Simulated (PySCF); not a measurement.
## Electronic structure of C$_{3}$H$_{12}$SSi$_{2}$ in real space

Input

```
{"job": {"kind": "nmr", "xc": "PBE0", "basis": "pcSseg-1"}, "charge": 0, "multiplicity": 1}
Si    -0.580734     1.981134    -0.414451
C     -0.643875     0.106122    -0.061843
Si    -2.232640    -0.709930    -0.736738
C      0.587406    -0.639389    -0.582807
C      1.865715    -0.200931     0.110694
S      3.330990    -1.108501    -0.495008
H     -1.899422     2.564758    -0.172352
H      0.382166     2.646305     0.469785
H     -0.185853     2.191491    -1.807492
H     -0.666463    -0.017990     1.027288
H     -2.234435    -2.125652    -0.352544
H     -3.400709    -0.050990    -0.154805
H     -2.261433    -0.609891    -2.196016
H      0.461888    -1.716978    -0.427113
H      0.692955    -0.478205    -1.658340
H      2.087264     0.845154    -0.095397
H      1.803762    -0.345302     1.190460
H      2.884660    -2.324886    -0.184497
```

Launched as:

```sh
OMP_NUM_THREADS=1 python probes_run.py task.json out
```

Geometry: GFN2-xTB.

Computed with PySCF 2.14.0, PBE0/pcSseg-1, SCF density, gas phase, non-relativistic.

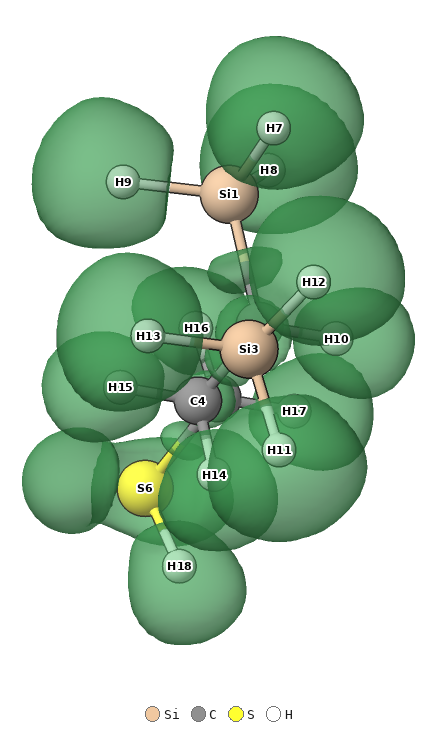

Figure 1. Isosurface of the electron localisation function at 0.85 (green), seen at an oblique angle. Only the valence region is drawn (cores and ρ < 0.01 e/Å³ removed).

Where are the electrons localised?

At this value the surface marks out two regions between bonded C–C atoms (shared pairs), one region between bonded C–S atoms (shared pairs), two regions between bonded C–Si atoms (shared pairs), twelve regions around hydrogen nuclei and one region wrapped around S (its lone pairs, merged into a ring or cap). Along the contacts the grid gives the following. C–C (1.52 Å): the ELF peaks at about 0.95 between the atoms, as expected for a covalent bond. C–S (1.83 Å): the ELF peaks at about 0.90 between the atoms (a shared electron pair).

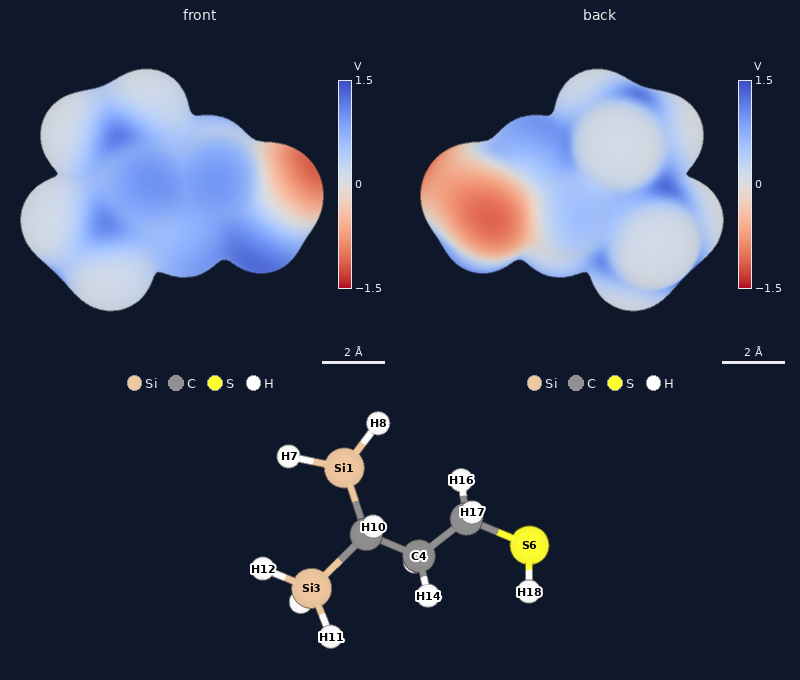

Figure 2. The electrostatic potential painted on the density surface at 0.002 e/bohr³, seen from the front and from behind; the colour scale runs from red (negative) to blue (positive). The bare structure is drawn below in the same view.

Describe the electrostatic potential map.

The most negative region (about −1.1 V, or −25 kcal/mol for a unit charge) lies over S6, the most positive (about +1.2 V, or +28 kcal/mol for a unit charge) over Si1, Si3 and H18.

How polar is the molecule by this calculation?

Its dipole moment is 1.59 D.

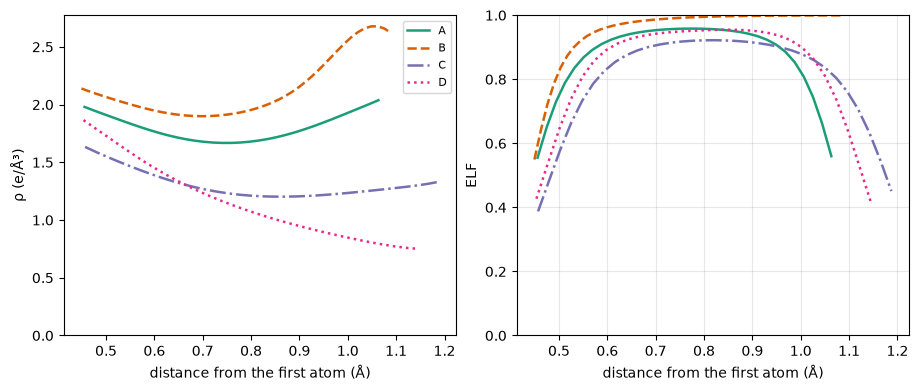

Figure 3. Electron density and electron localisation function along straight lines between neighbouring atoms. The curves leave out the atomic cores.

Which curve belongs to which contact (C–C, C–H, C–S and C–Si)? The first atom named is at distance zero.

Curve A: C–C (1.52 Å): ρ at the midpoint is about 1.7 e/Å³; the ELF peaks at about 0.95 between the atoms: a shared electron pair. Curve B: C–H (1.09 Å): the density is about 2 e/Å³ at the midpoint; the ELF climbs to about 1 towards the hydrogen, as it does in any bond to H (an ordinary covalent bond to hydrogen). Curve C: C–S (1.83 Å): the density is about 1.2 e/Å³ at the midpoint; the ELF peaks at about 0.90 between the atoms, as expected for localised, covalent bonding. Curve D: C–Si (1.91 Å): ρ at the midpoint is about 0.89 e/Å³; the ELF peaks at about 0.95 between the atoms: a covalent bond.
